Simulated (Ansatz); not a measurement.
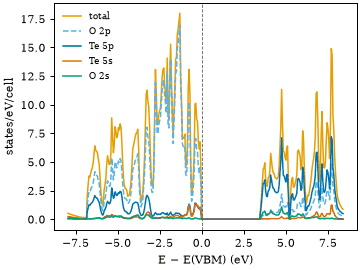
*Total and projected density of states of TeO2 in space group P4_32_12 (No. 96; Te on 4a, O on 8b), r²SCAN in the plane-wave PAW code Ansatz*

Task: Which orbitals carry the states next to the gap?

Result: Top 1 eV of the valence band: O 2p 73 %, Te 5p 12 %, Te 5s 12 %. Bottom 1 eV of the conduction band: Te 5p 68 %, O 2s 13 %, O 2p 12 %, outside the projected shells 5 %. Projections are on Löwdin-orthogonalised atomic valence shells; empty p or d shells of many metals are not among them.

Task: Where is the tallest occupied peak in this window, and what makes it?

Result: Near -1.3 eV, about 18 states/eV per cell; the largest projected share is O 2p.

The workflow started from a Materials Project entry (that database holds measured and hypothetical structures alike); the Crystallography Open Database copy checked does not list it. COD files the formula under space group No. 19, 61, 92, 136, so this cell is another polymorph or a model. Its standing as an ambient phase is unchecked. The cell was relaxed with r²SCAN under the symmetry of its start; its stability against distortions is not shown here. Scalar-relativistic: spin–orbit coupling is off unless named, which matters more the heavier the elements.

Potentials: the later of the program's two PAW sets.
